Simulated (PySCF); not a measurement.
# ClH7Si3 (SMILES [SiH3][SiH]([SiH3])Cl): what the fields show

The calculation's input:

```
{"job": {"kind": "nmr", "xc": "PBE0", "basis": "pcSseg-2"}, "charge": 0, "multiplicity": 1}
Si    -0.620534    -0.230878     0.619715
Si     1.661718    -0.015938     1.105738
Si    -1.102960     0.047602    -1.655681
Cl    -1.617888     1.288366     1.651400
H     -1.139806    -1.545525     1.108205
H      2.419253    -1.130203     0.455176
H      2.152615     1.289622     0.570275
H      1.878418    -0.061558     2.582901
H     -2.577475    -0.032077    -1.882879
H     -0.601776     1.383606    -2.098181
H     -0.418381    -1.022227    -2.446622
```

Launched as:

```sh
OMP_NUM_THREADS=1 python cluster_run.py task.json out
```

Geometry: PBE0-D3(BJ)/def2-SVP.

These are results of PBE0/pcSseg-2, SCF density, gas phase, non-relativistic (PySCF 2.14.0), not measurements.

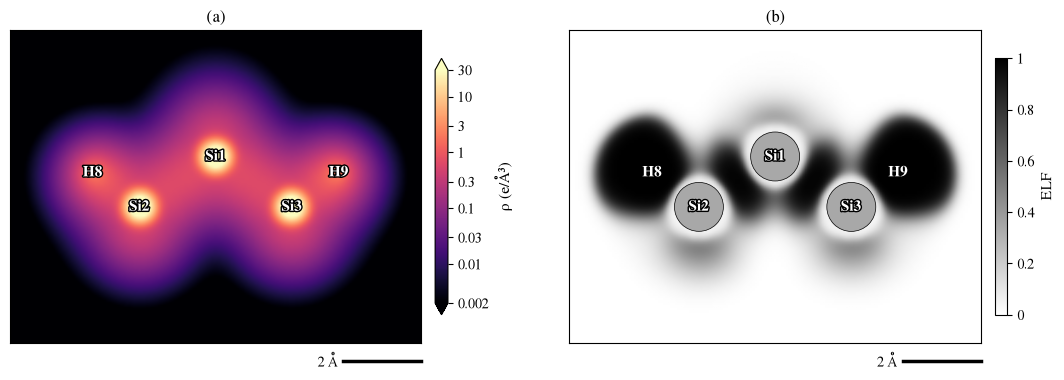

Figure 1. (a) electron density; (b) ELF on the plane of atoms Si2, Si1 and Si3. Grey discs cover the atomic cores in the ELF map.

Describe what can be read from this map.

The section cuts through Si and H sites.
Si–Si (2.34 Å): ρ is about 0.64 e/Å³ halfway; the ELF peaks at about 1 between the atoms; a covalent bond.
Si–H (1.49 Å): ρ at the midpoint is about 0.8 e/Å³; the ELF climbs to about 1 towards the hydrogen, as it does in any bond to H.

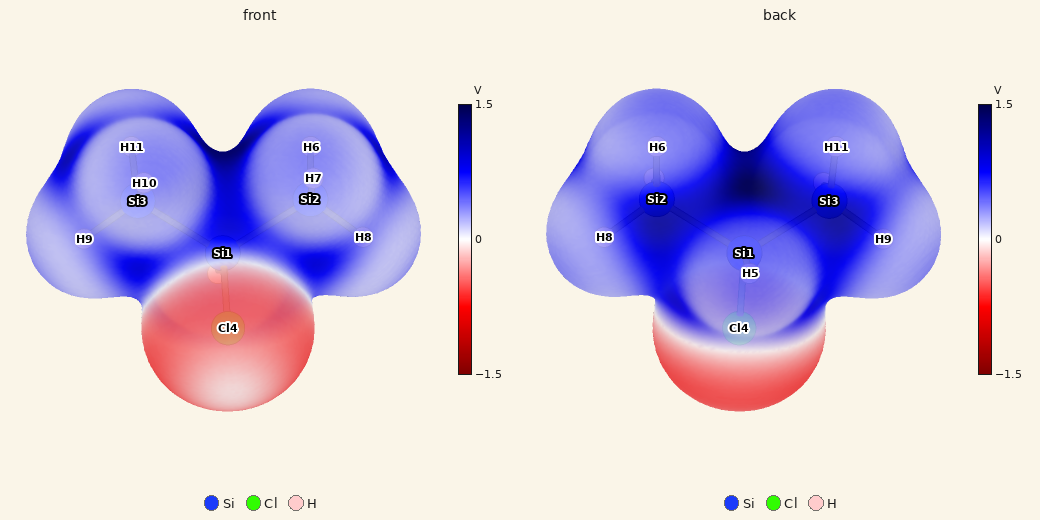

Figure 2. The molecular electrostatic potential painted on the density surface at 0.002 e/bohr³, seen from the front and from behind; the colour scale runs from red (negative) to blue (positive).

Describe the electrostatic potential map.

The most negative region (about −0.5 V) lies over Cl4, the most positive (about +1.4 V) over Si1.
